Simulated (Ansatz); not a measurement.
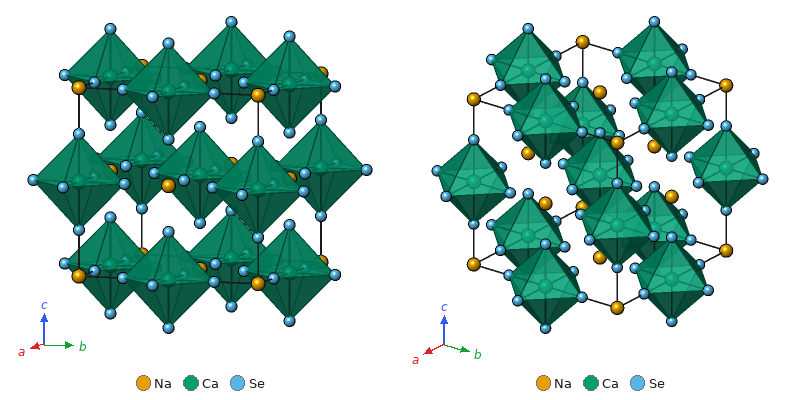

Polyhedra are drawn about Ca (bonds: Ca–Se below 3.1 Å); other atoms are plain spheres. Two views of the same piece.

System NaCaSe₆ (space group Fm-3m, No. 225); source of the atomic positions: coordinates from a relaxation with Ansatz 0.2.0, DFT PBE, scalar-relativistic, plane waves, PAW; the starting structure was generated, so it need not be a known form of this composition.

Sharing among the drawn polyhedra:

```tsv
site	polyhedron	corner-sharing neighbours	edge-sharing	face-sharing	bond (Å)
Ca	CaSe6 octahedron	0	0	0	2.74
```

The octahedra are isolated from each other. Their corner atoms also have Na as close neighbours (those links are not drawn).
